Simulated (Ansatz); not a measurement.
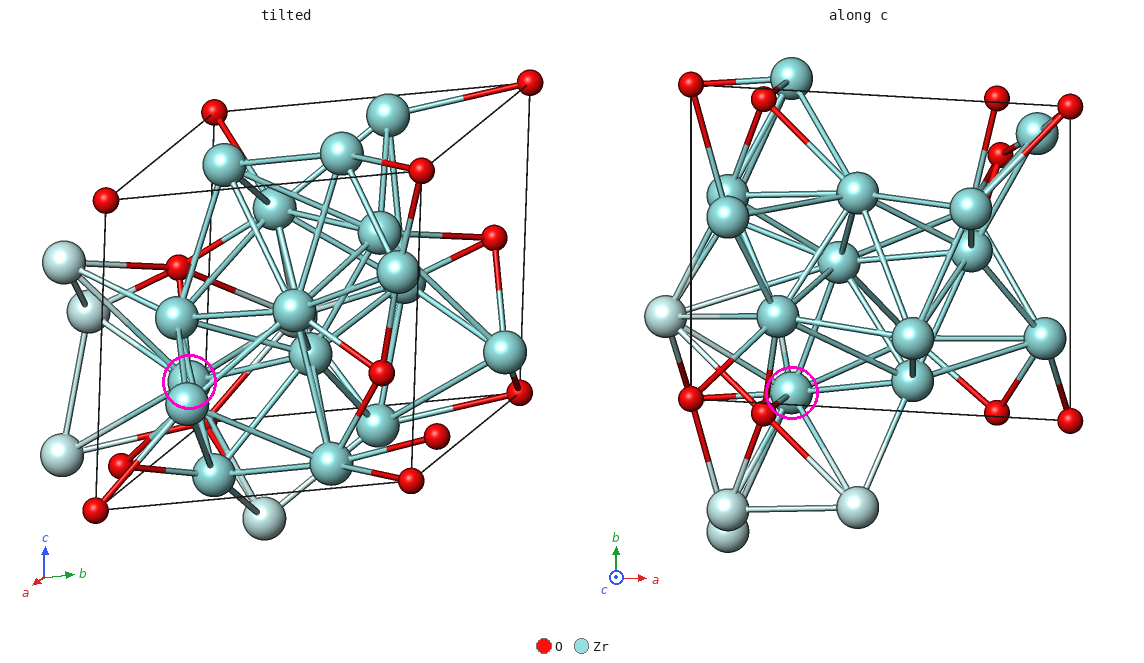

Ball-and-stick representation of a periodic structure, projected slightly off an axis and along the c axis. Atoms at the boundary of the simulation cell (the box) are drawn once for each face, edge or corner they touch. The neighbours of the ringed atom that lie outside the box are added in fainter colours.

The cell is given by a = 7.82 Å, b = 6.50 Å, c = 6.24 Å, α = 81.36°, β = 96.92°, γ = 94.30°.

Pairs joined by sticks: O–Zr up to 3.08 Å, Zr–Zr up to 3.73 Å (cut-off distances).

The composition is Zr₃O.

### Would you call this structure ordered?

No. The atoms show no order inside the cell (space group P1); it is a periodic model of a disordered solid.

### Name the atom inside the ring and give its neighbours.

It is a zirconium atom, bonded to eight Zr and two O (about 2.9 to 3.6 Å to Zr, 2.3 Å to O).

Provenance: a made-up disordered cell; not relaxed. Ansatz was used for an electronic-structure calculation on it.

At this level of theory the cell isn't at rest (forces up to 6.1 eV/Å), so its distances can differ from those at equilibrium, the more so the softer the solid.
